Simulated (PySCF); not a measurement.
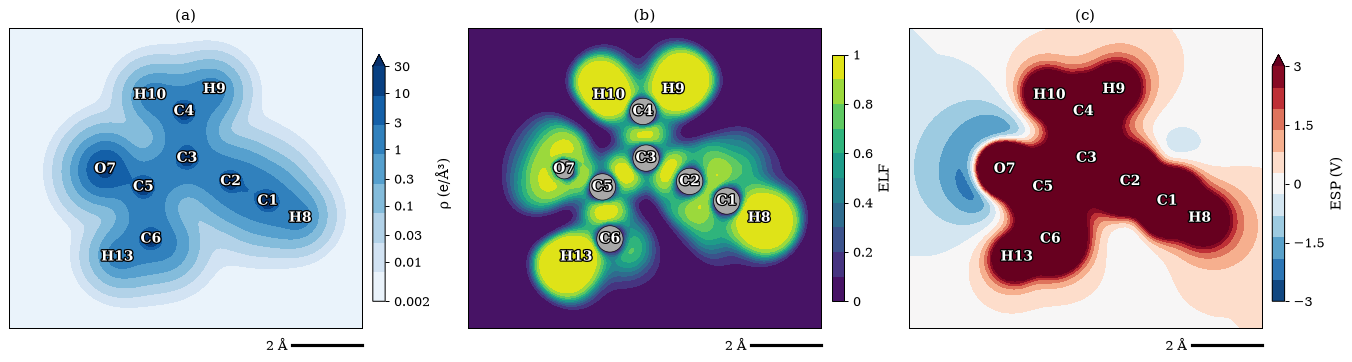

*C₆H₆O (SMILES C#CC(=C)C(C)=O). (a) total electron density; (b) ELF; (c) molecular electrostatic potential on the plane of atoms C3, C4 and H9. Grey discs cover the atomic cores in the ELF map.*

Geometry: GFN2-xTB.

These are results of PySCF 2.14.0, PBE0/def2-SVPD, SCF density, gas phase, not measurements.

```yaml
atoms:
  - { symbol: C, position_ang: [1.6471, -1.7951, 0.0172] }
  - { symbol: C, position_ang: [1.1146, -0.7334, 0.1935] }
  - { symbol: C, position_ang: [0.4918, 0.5205, 0.4038] }
  - { symbol: C, position_ang: [1.1600, 1.5670, 0.9012] }
  - { symbol: C, position_ang: [-0.9563, 0.6639, 0.0530] }
  - { symbol: C, position_ang: [-1.6091, -0.5748, -0.4967] }
  - { symbol: O, position_ang: [-1.5434, 1.7077, 0.2085] }
  - { symbol: H, position_ang: [2.1176, -2.7204, -0.1354] }
  - { symbol: H, position_ang: [2.2019, 1.5115, 1.1669] }
  - { symbol: H, position_ang: [0.6479, 2.5039, 1.0458] }
  - { symbol: H, position_ang: [-1.0914, -0.8903, -1.4007] }
  - { symbol: H, position_ang: [-1.5302, -1.3816, 0.2298] }
  - { symbol: H, position_ang: [-2.6547, -0.3784, -0.7188] }
```

**What do the fields say about this system?**

- The section cuts through C, O and H sites.
- C–C (1.20 Å): the density is about 2.7 e/Å³ at the midpoint; the ELF peaks at about 0.85 between the atoms; a multiple bond.
- C–O (1.21 Å): the density is about 3.3 e/Å³ at the midpoint; the ELF peaks at about 0.85 between the atoms: a multiple bond.
- C–H (1.05 Å): ρ is about 2.1 e/Å³ halfway; the ELF climbs to about 1 towards the hydrogen, as it does in any bond to H: a covalent bond by its length.
- C–C (1.34 Å): ρ is about 2.3 e/Å³ halfway; the ELF peaks at about 0.95 between the atoms: a multiple bond.
- The ELF also peaks beside O7, away from the bonds: lone-pair regions.
- Outside the dense part of the molecule the potential is most negative (−2.1 V) near O7.
